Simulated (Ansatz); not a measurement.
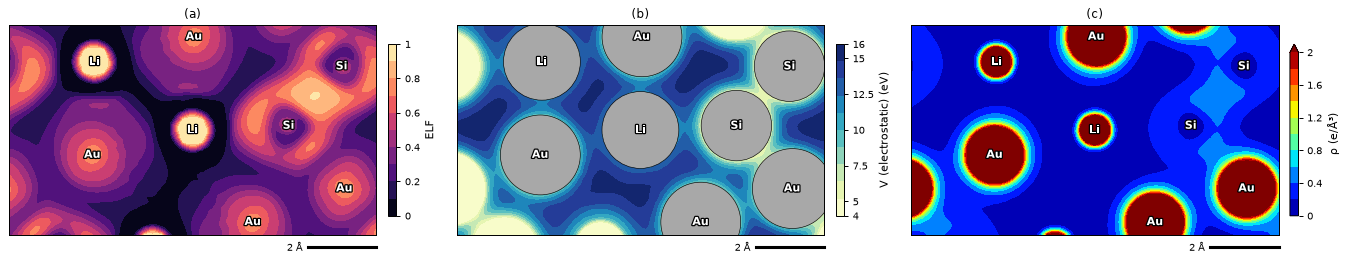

Figure 1: Li2Si2Au3. (a) electron localisation function; (b) electrostatic potential energy of an electron; (c) valence charge density (pseudo) on the (010) plane of the conventional cell. Grey discs cover the atomic cores in the potential map.

Space group C2/m; a generated structure, not necessarily the stable one; changed on purpose from its base cell (volume × 0.94, shape and atoms relaxed); computed pressure about 4 GPa in this cell; computed without spin polarisation.

Method: DFT PBE, scalar-relativistic, plane waves, PAW (Ansatz 0.2.0).

The density is the valence pseudo-density of a PAW calculation; it isn't the true density close to the nuclei.

Input file:

```
crystal:
  lattice:
    - [5.0345448218, -2.1235001746, 0.089067475]
    - [5.0345448218, 2.1235001746, 0.089067475]
    - [-1.9315191193, 0.0, 5.4028036454]
  atoms:
    - { symbol: Li, position: [0.6148117861, 0.6148117861, 0.819867718] }
    - { symbol: Li, position: [0.3851882139, 0.3851882139, 0.180132282] }
    - { symbol: Si, position: [0.1021807566, 0.1021807566, 0.1671734197] }
    - { symbol: Si, position: [0.8978192434, 0.8978192434, 0.8328265803] }
    - { symbol: Au, position: [0.2980613821, 0.2980613821, 0.6809065726] }
    - { symbol: Au, position: [0.7019386179, 0.7019386179, 0.3190934274] }
    - { symbol: Au, position: [0.0, 0.0, 0.5] }
basis:
  ecutwfc: 420
kpoints:
  mp_grid: { grid: [8, 8, 6] }
hamiltonian:
  xc: pbe
scf:
  occupations: { method: gaussian, width: 0.1 }
output:
  forces: true
  stress: true
  eigenvalues: true
  write_density: true
  write_potential: true
  elf: true
  volumetric_format: npy
relax:
  adjacent_minimum: "off"
  f_tol: 0.01
  max_steps: 30
  cell: { stress_tol: 0.1, fix: [volume] }
```

Command:

```sh
ansatz run input.yaml --threads 1 --pin off --max-ram 2560MiB --backend cpu --events-out ev --progress --plain --runs-dir out
```

Below, planes, directions and counts refer to the conventional cell (a = 10.05 Å, b = 4.27 Å, c = 5.69 Å, α = 90.00°, β = 107.59°, γ = 90.00°).

The fields are those of the run's last geometry, not of the input's.

Question: Describe what can be read from this map.

Answer: The plane passes through Li, Si and Au nuclei.
Si–Si (2.33 Å): the density is about 0.55 e/Å³ at the midpoint; the ELF peaks at about 0.90 between the atoms.
Li–Au (2.73 Å): ρ is about 0.23 e/Å³ halfway; the ELF is about 0.40 at the midpoint.
Li–Si (2.81 Å): ρ is about 0.14 e/Å³ halfway; the ELF peaks at about 0.75 in the valence shell of Si, 1.0 Å from its nucleus, and is about 0.55 at the midpoint.
Si–Au (2.46 Å): ρ at the midpoint is about 0.54 e/Å³; the ELF peaks at about 0.70 in the valence shell of Si, 0.9 Å from its nucleus, and is about 0.45 at the midpoint.
Between the atoms the lowest density in this plane is 0.04 e/Å³.
The features right at Li and Au lie inside the PAW spheres, where the map follows smoothed inner orbitals and isn't to be read closely.
Outside the cores the potential energy rises away from the atoms and is highest about 2.0 Å from the nearest atoms; its zero is arbitrary.
